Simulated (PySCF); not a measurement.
**C4H5N2, doublet, SMILES `[N]=CCCC#N`: what the electrons do**

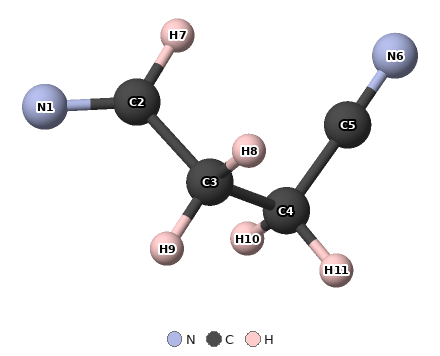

The molecule, with its atoms numbered as below. No frequency check shows the geometry to be a minimum.

Coordinates in Å:

```
N1       2.4867    0.6054    0.2683
C2       1.3300    0.4911   -0.0910
C3       0.6131   -0.7972   -0.4664
C4      -0.6645   -0.9670    0.3630
C5      -1.5982    0.1003    0.1026
N6      -2.3190    0.9579   -0.1234
H7       0.6615    1.3627   -0.1773
H8       0.3688   -0.7405   -1.5303
H9       1.2859   -1.6384   -0.2965
H10     -0.4268   -0.9734    1.4311
H11     -1.1449   -1.9171    0.1106
```

Part 1: Bonding charge

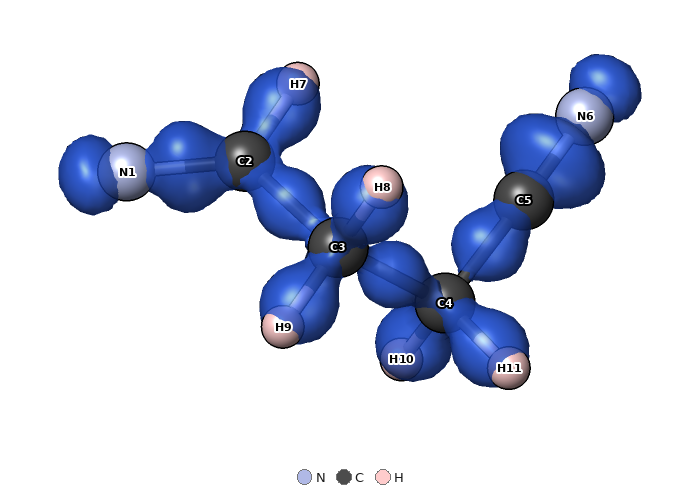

Deformation density (molecule less spherical, spin-averaged free atoms at the same positions), surfaces at ±0.26 e/Å³; blue: gain, red: loss.

Computed with PySCF, HF/cc-pVTZ, geometry: GFN2-xTB. The stability of the open-shell solution wasn't checked. GFN2-xTB doesn't know the spin state, so this open-shell geometry is rough.

**Describe the bonding that the map shows.**

The five largest and four smallest: C5–N6: +1.16 e/Å³ at the bond critical point (bond length 1.14 Å, Mayer order 3.1). N1–C2: +0.99 e/Å³ at the bond critical point (bond length 1.22 Å, Mayer order 2.1). C3–H9: +0.79 e/Å³ at the bond critical point (bond length 1.09 Å, Mayer order 1.0). C4–H10: +0.78 e/Å³ at the bond critical point (bond length 1.09 Å, Mayer order 1.0). C3–H8: +0.78 e/Å³ at the bond critical point (bond length 1.09 Å, Mayer order 1.0). C2–H7: +0.78 e/Å³ at the bond critical point (bond length 1.10 Å, Mayer order 0.9). C2–C3: +0.61 e/Å³ at the bond critical point (bond length 1.52 Å, Mayer order 0.9). C3–C4: +0.58 e/Å³ at the bond critical point (bond length 1.53 Å, Mayer order 0.9). C4–C5: +0.52 e/Å³ at the bond critical point (bond length 1.44 Å, Mayer order 1.0). In all, 2.9 electrons gather in the regions of gain relative to the promolecule.

Part 2: Bond critical points

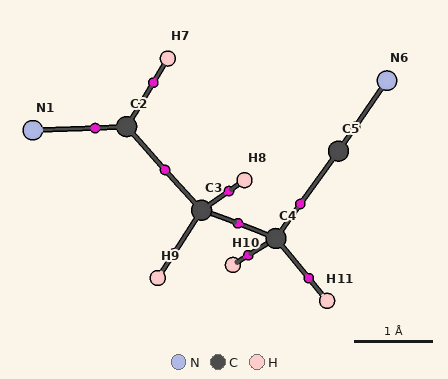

Molecular graph of the electron density (QTAIM): bond paths, bond critical points (magenta), ring points (cyan, if any); weak paths are dashed.

**How many critical points of each kind are there, and does the count close?**

11 nuclei, 10 bond, 0 ring and 0 cage critical points: 11 − 10 + 0 − 0 = 1, as the Poincaré–Hopf relation requires.

**Give the properties at the bond critical points.**

```csv
bond,length (Å),ρ (a.u.),∇²ρ (a.u.),ε,H (a.u.)
C5–N6,1.143,0.503,+0.15,0.00,−0.969
N1–C2,1.217,0.448,−0.56,0.25,−0.825
C3–H9,1.091,0.296,−1.22,0.01,−0.345
C3–H8,1.093,0.293,−1.20,0.01,−0.340
C4–H10,1.094,0.293,−1.20,0.01,−0.338
C4–H11,1.094,0.292,−1.20,0.01,−0.337
C2–H7,1.102,0.288,−1.18,0.01,−0.328
C4–C5,1.442,0.288,−1.02,0.01,−0.374
C2–C3,1.521,0.261,−0.76,0.02,−0.245
C3–C4,1.533,0.254,−0.72,0.01,−0.232
```

**What kind of interaction is C4–H10?**

Shared-shell (covalent): ρ = 0.293, ∇²ρ = −1.20, H = −0.338 a.u.

Part 3: Electrostatic potential

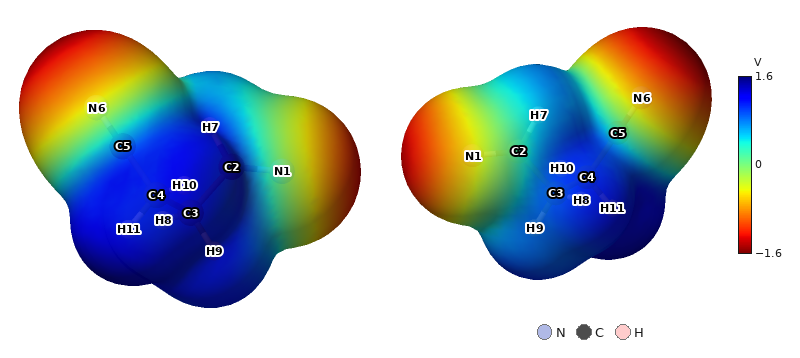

Electrostatic potential on the surface of electron density 0.001 a.u. (back view left, front view right).

**Where are the extremes of the potential on the surface?**

Highest: 1.48 V, 1.3 Å from H11. Lowest: −1.55 V, 1.9 Å from N6. Further minima include −1.35 V, 1.9 Å from N1; 1.08 V, about equally far (1.6 Å) from H10 and H11, over C4 (2.0 Å). The surface is sampled at points, so like sites can differ by a few per cent and only the strongest of them is named.

Part 4: Spin density

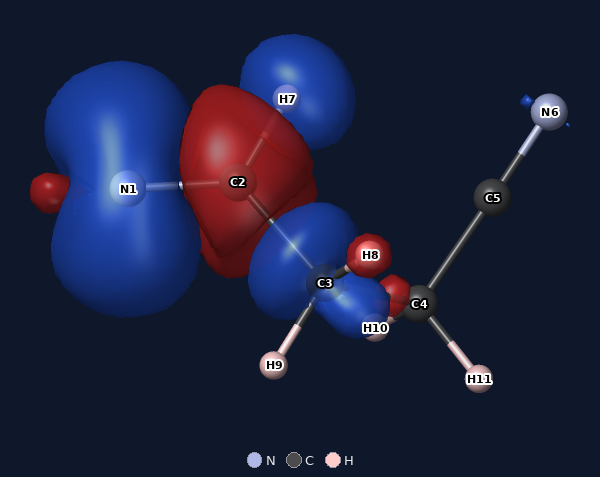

Spin density ρα − ρβ at ±0.02 e/Å³ (blue: excess α, red: excess β).

**How is the spin shared among the atoms?**

Hirshfeld spin populations: N1 +1.05, C3 +0.06 and H7 +0.06. Spin polarisation leaves negative spin on C2 (−0.16). ⟨S²⟩ = 0.87, against 0.75 for a pure state. The picture also shows regions of β spin from spin polarisation; the Hirshfeld sums, whose atoms overlap, net them against the α spin of neighbours.

Part 5: In an electric field

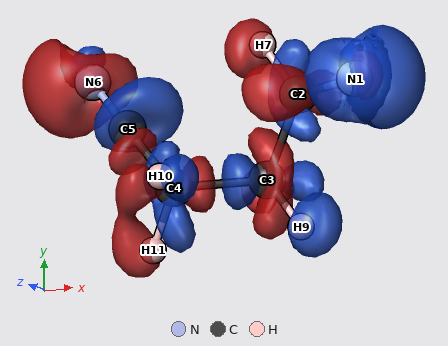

Change of the electron density in a uniform field of 0.26 V/Å, surfaces at ±0.003 e/Å³ (red: gain, blue: loss).

Level of theory: PBE0/def2-SVP (PySCF), at a geometry from GFN2-xTB. A basis without diffuse functions makes polarisabilities too small. The stability of the open-shell solution wasn't checked. GFN2-xTB doesn't know the spin state, so this open-shell geometry is rough.

The field was applied in both directions; the picture shows the one opposite to the script's first.

**Along which Cartesian direction does the field point?**

Along +x: electrons gather on the −x side, against the field.

**What dipole is induced, and what polarisability does it imply?**

The induced dipole is 0.75 D (along the field); α along this axis, from the fields in both directions, is 59 bohr³ (8.7 Å³).

Part 6: Removing or adding an electron

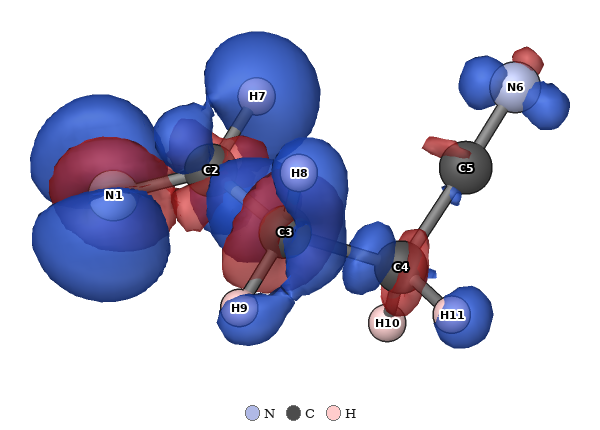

Fukui function f⁻ = ρ(N) − ρ(N−1) at fixed geometry, surfaces at ±0.03 e/Å³ (blue positive, red negative).

Level of theory: ωB97X/def2-SVPD (PySCF), at a geometry from GFN2-xTB. GFN2-xTB doesn't know the spin state, so this open-shell geometry is rough.

**Which atoms respond most to the removal of an electron?**

f⁻ (Hirshfeld-condensed) is largest on N1 (0.38); the vertical ionisation energy is 10.18 eV (to the singlet cation, which needn't be its lowest state). Condensed values hint at sites of electrophilic attack but needn't mark the atom that reacts. Orbital relaxation makes it negative in places (0.30 e in all).

| atom | f⁻ | charge |
| --- | --- | --- |
| N1 | +0.38 | −0.16 |
| C2 | +0.15 | +0.03 |
| C3 | +0.07 | −0.04 |
| C4 | +0.03 | −0.03 |
| C5 | 0.00 | +0.09 |
| N6 | +0.08 | −0.23 |
| H7 | +0.13 | +0.06 |
| H8 | +0.05 | +0.06 |
| H9 | +0.04 | +0.06 |
| H10 | +0.02 | +0.07 |
| H11 | +0.04 | +0.08 |

The PySCF runs shown took 31 s, 120 s and 3.2 min on 1 thread of Intel(R) Xeon(R) Processor @ 2.50GHz (Skylake/Cascade Lake), with other jobs on the host.
